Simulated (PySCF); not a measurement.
## Atomic calculation for Hg

Hg, configuration 1s2 2s2 2p6 3s2 3p6 3d10 4s2 4p6 4d10 4f14 5s2 5p6 5d9 6s2 7s1, multiplicity 3. Computed at this level: unrestricted TPSSh, def2-QZVPPD with ECP60, scalar-relativistic core potential (PySCF).

## Input file
```python
from pyscf import gto, scf, dft, mp, cc
mol = gto.M(atom="Hg 0 0 0", charge=0, spin=2, symmetry="D2h",
            basis="def2-QZVPPD",
            ecp="def2-QZVPPD")
mf = dft.UKS(mol, xc="TPSSH")
mf.irrep_nelec = {'Ag': (5, 3), 'B1g': (1, 1), 'B2g': (1, 1), 'B3g': (1, 1), 'B1u': (1, 1), 'B2u': (1, 1), 'B3u': (1, 1)}
mf.kernel()
```

The script is an equivalent of what the driver set up; the driver started from orbitals of its own, so the log can be shorter than this script's would be, and it computed the properties (radii, ⟨L²⟩, response) afterwards. It held the occupations shell by shell, which the script's counts by irreducible representation don't always enforce.

## Log (extracts)
```
damping factor = 0
level_shift factor = 0
DIIS = <class 'pyscf.scf.diis.CDIIS'>
diis_start_cycle = 1
diis_space = 10
diis_damp = 0
SCF conv_tol = 1e-09
SCF conv_tol_grad = None
number electrons alpha = 11  beta = 9
XC functionals = TPSSH
    V. N. Staroverov, G. E. Scuseria, J. Tao, and J. P. Perdew.,  J. Chem. Phys. 119, 12129 (2003)
cycle= 1 E= -152.994962795751  delta_E= -0.0116  |g|= 0.0362  |ddm|= 0.88
cycle= 2 E= -152.995127550732  delta_E= -0.000165  |g|= 0.021  |ddm|= 0.147
cycle= 3 E= -152.995236132577  delta_E= -0.000109  |g|= 0.00484  |ddm|= 0.0556
cycle= 4 E= -152.995242257879  delta_E= -6.13e-06  |g|= 0.000115  |ddm|= 0.0115
cycle= 5 E= -152.995242262203  delta_E= -4.32e-09  |g|= 5.45e-06  |ddm|= 0.000587
cycle= 6 E= -152.995242262248  delta_E= -4.56e-11  |g|= 8.26e-07  |ddm|= 9.31e-05
converged SCF energy = -152.995242262248  <S^2> = 2.0011609  2S+1 = 3.0007738
```

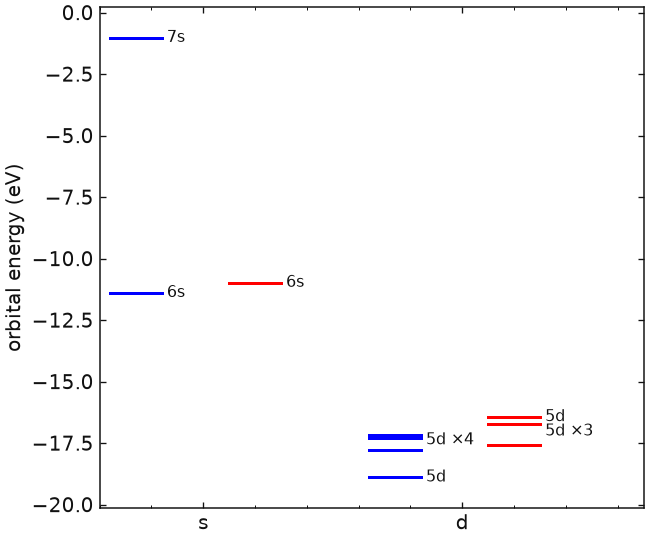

Orbital energies of the mean field, from the top down to −18.9 eV, by angular momentum, α spin at the left of each column and β at the right; ×n counts the orbitals under one label. Empty levels that the record names by l alone aren't drawn. The highest filled orbital is 7s α at −1.03 eV, the lowest empty one d β at −14.8 eV.

## Key numbers

| quantity | value |
| --- | --- |
| outcome | converged |
| total energy (valence electrons, under a core potential) | −152.995242 hartree |
| ⟨S²⟩ | 2.001 |
| ⟨L²⟩ | 6.01 |
| SCF iterations | 6 |
| hardware | 1 CPU thread, shared host |
| CPU time | 90 s (integrals apart) |

## Remarks

The driver held the occupations shell by shell, and empty p levels lie below the filled 7s. The script shown fixes the counts by irreducible representation only, so by itself it can fall to another configuration. This is not the ground configuration of the species. Limits: unstable response matrix: no polarizability.
